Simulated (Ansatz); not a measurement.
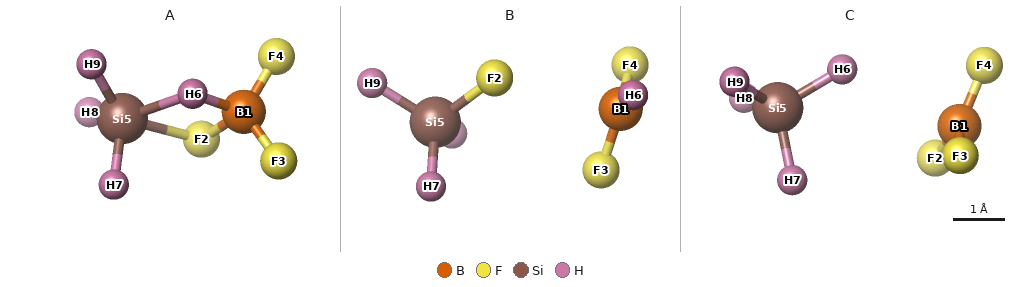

Three geometries of BSiH4F3: a saddle point and the two minima that it joins, in shuffled order. The picture is a ball-and-stick view, seen at a tilt. Sticks join atoms that are closer than about 1.2 times the sum of their covalent radii (a little more with hydrogen).

Stationary points at PBE0-D4/def2-TZVP, single-point energies with CCSD(T)/CBS (def2-TZVPP where no basis is named; Ansatz 0.2.0). The energies are electronic, without zero-point or thermal terms, and both ends are the minima reached downhill from the saddle, with any fragments still in contact. CCSD(T)/CBS stands for a frozen-core estimate: MP2 correlation extrapolated from def2-TZVPP and def2-QZVPP, CCSD(T) minus MP2 from the smaller set.

Question: Identify the saddle point and describe the reaction.

Answer: Frame A is the saddle point. Counted by bonded pieces, C holds BF₃ + SiH₄ and B holds BHF₂ + SiH₃F. From C over the saddle to B, bonds form: B1–H6 (2.62 → 1.33 → 1.19 Å), F2–Si5 (3.61 → 1.91 → 1.61 Å). Bonds break: B1–F2 (1.31 → 1.50 → 2.59 Å), Si5–H6 (1.49 → 1.72 → 4.24 Å). The saddle has one imaginary mode, 353i cm⁻¹. With CCSD(T)/CBS the barrier is 1.18 eV from C and 1.18 eV from B, and B lies 0.00 eV above C.
